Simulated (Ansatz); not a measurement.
**GaH5N2O: density, localisation and related maps**

Input file:

```
crystal:
  periodic: [false, false, false]
  atoms:
    - { symbol: Ga, position_ang: [0.0, 0.0, 0.0] }
    - { symbol: O, position_ang: [0.0, 0.0, 1.79] }
    - { symbol: H, position_ang: [-0.9095, -0.2814, 2.1271] }
    - { symbol: "N", position_ang: [1.6714, 0.0, -0.965] }
    - { symbol: H, position_ang: [2.138, -0.9179, -1.2168] }
    - { symbol: H, position_ang: [2.1227, 0.9179, -1.2432] }
    - { symbol: "N", position_ang: [-1.6714, 0.0, -0.965] }
    - { symbol: H, position_ang: [-2.3403, -0.8164, -0.8664] }
    - { symbol: H, position_ang: [-1.9204, 0.8164, -1.5936] }
basis:
  gaussian: { orbitals: def2-SVP }
hamiltonian:
  xc: pbe0
relax:
  f_tol: 0.02
  max_steps: 40
output:
  orbitals: {}
```

Command:

```sh
ansatz run input.yaml --threads 2 --pin off --max-ram 3072MiB --backend cpu --events-out ev --progress --plain --runs-dir out
```

The fields are those of the run's last geometry, not of the input's.

These are results of RKS PBE0/def2-SVP (Ansatz), not measurements.

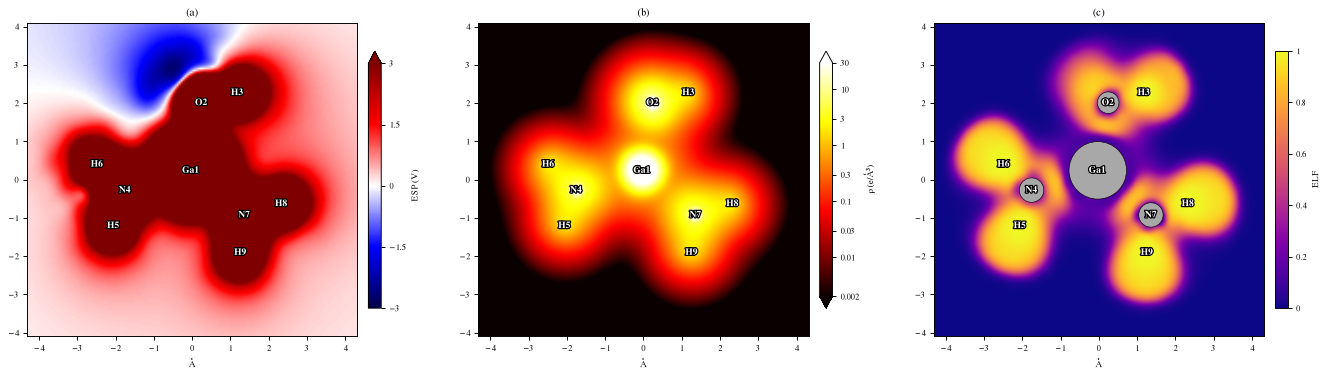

Figure 1. (a) molecular electrostatic potential; (b) electron density; (c) electron localisation function on the plane of atoms Ga1, O2 and H3. Grey discs cover the atomic cores in the ELF map.

Question: What does the map show?

Answer: The section cuts through Ga, O, H and N sites.
Ga–O (1.79 Å): ρ is about 0.86 e/Å³ halfway; the ELF peaks at about 0.85 in the valence shell of O, 0.6 Å from its nucleus, and is about 0.20 at the midpoint.
Ga–N (1.81 Å): the density is about 0.92 e/Å³ at the midpoint; the ELF peaks at about 0.85 in the valence shell of N, 0.6 Å from its nucleus, and is about 0.30 at the midpoint.
O–H (0.96 Å): ρ is about 3.6 e/Å³ halfway; the ELF climbs to about 1 towards the hydrogen, as it does in any bond to H (a covalent bond by its length).
N–H (1.01 Å): ρ is about 2.8 e/Å³ halfway; the ELF climbs to about 1 towards the hydrogen; a covalent bond by its length.
The ELF also peaks beside O2, away from the bonds: lone-pair regions.
Outside the dense part of the molecule the potential is most negative (−2.7 V) near O2.

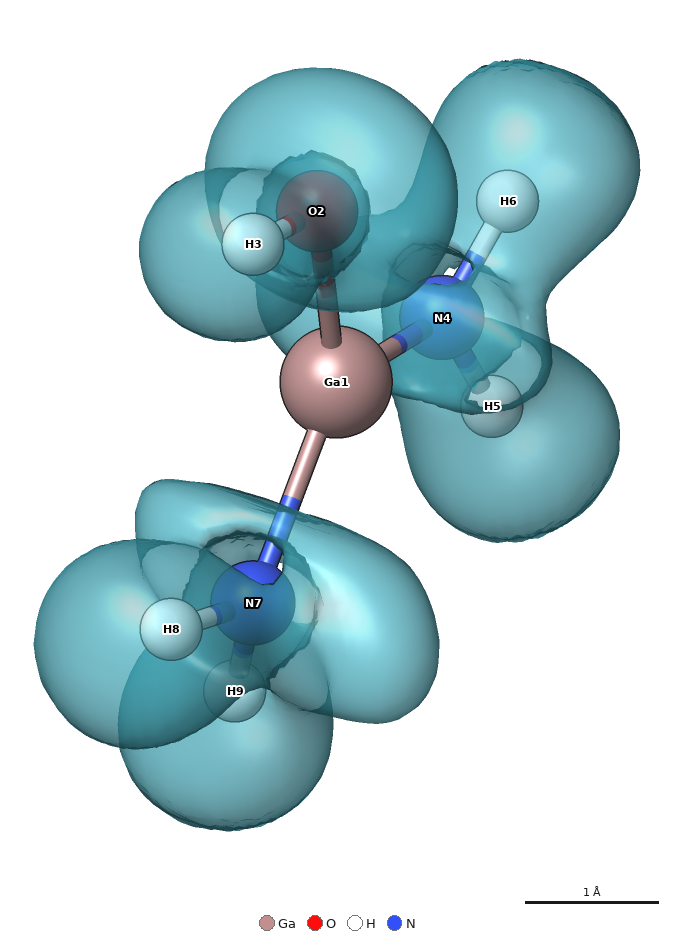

Figure 2. Isosurface of the ELF at 0.75 (cyan), seen at an oblique angle. Core shells and regions of very low density are left out.

Question: Identify the bonds, lone pairs and shells in this picture.

Answer: The ELF exceeds this value in two joined regions spread over several atoms (H, N), in which their bonds and any lone pairs are merged and one joined region spread over several atoms (H, O), in which their bonds and any lone pairs are merged.

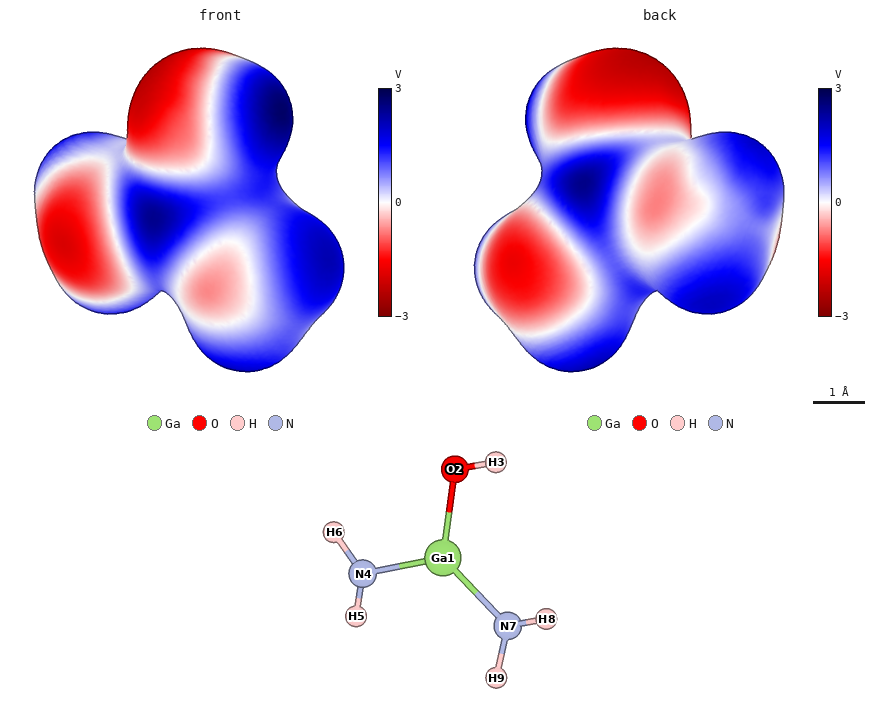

Figure 3. The molecular electrostatic potential painted on the density surface at 0.004 e/bohr³, seen from the front and from behind; the colour scale runs from red (negative) to blue (positive). The bare structure is drawn below in the same view.

Question: Where is the surface potential most negative and most positive?

Answer: The most negative region (about −2.3 V, or −53 kcal/mol for a unit charge) lies over O2, the most positive (about +2.6 V, or +60 kcal/mol for a unit charge) over H3. O2 is the likeliest acceptor of a hydrogen bond.
